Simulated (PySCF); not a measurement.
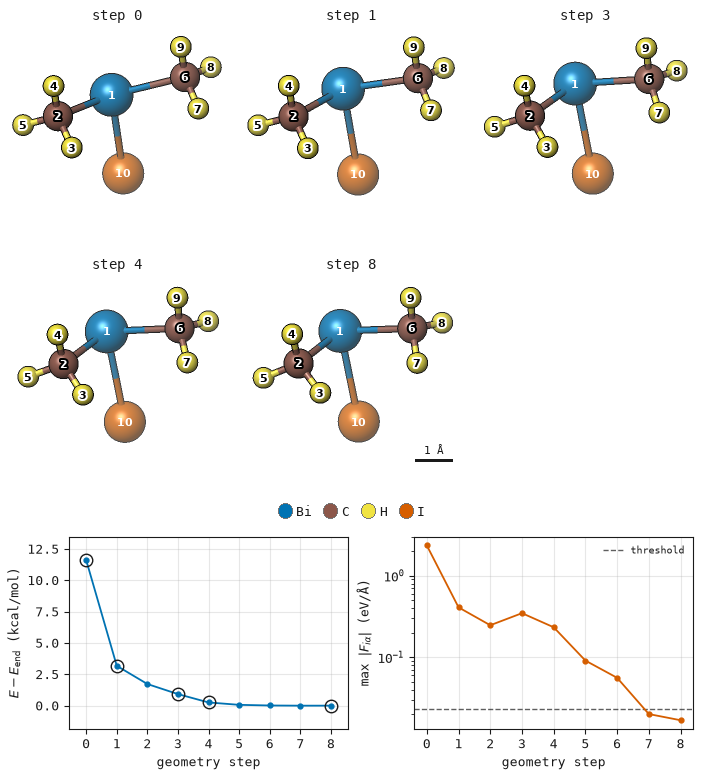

Frames of a relaxation of C₂H₆BiI, marked on the history of the run. The picture is a ball-and-stick view, seen from a free direction.

Level of theory: RKS BP86, Bi def2-SVP with ECP60, C def2-SVP, H def2-SVP, I def2-SVP with ECP28; non-relativistic Hamiltonian with scalar-relativistic core potentials; density fitting in PySCF 2.14.0. (symmetry kept (Cs))

> Describe the path.

Over 8 geometry steps the energy falls by 11.6 kcal/mol. Largest force component: 2.3 eV/Å at the start, 0.017 eV/Å at the end. The largest moves after the best rigid fit, 0.44 Å, are those of H3 and H7. Largest moves by element: H 0.44 Å, Bi 0.43 Å, I 0.26 Å, C 0.20 Å. Some distances before and after: Bi1–I10 2.809 → 2.874 Å, C2–H3 1.090 → 1.106 Å, Bi1–C2 2.299 → 2.305 Å. Bond angles that change, for instance: C2–Bi1–C6 108.9° → 93.1°, C2–Bi1–I10 108.9° → 95.8°. From step 0 to 1: Bi1 moves most (0.20 Å), energy −8.44 kcal/mol. From step 1 to 3: H atoms move most (0.17 Å), energy −2.26 kcal/mol. From step 3 to 4: H atoms move most (0.11 Å), energy −0.67 kcal/mol. From step 4 to 8: H atoms move most (0.11 Å), energy −0.26 kcal/mol.
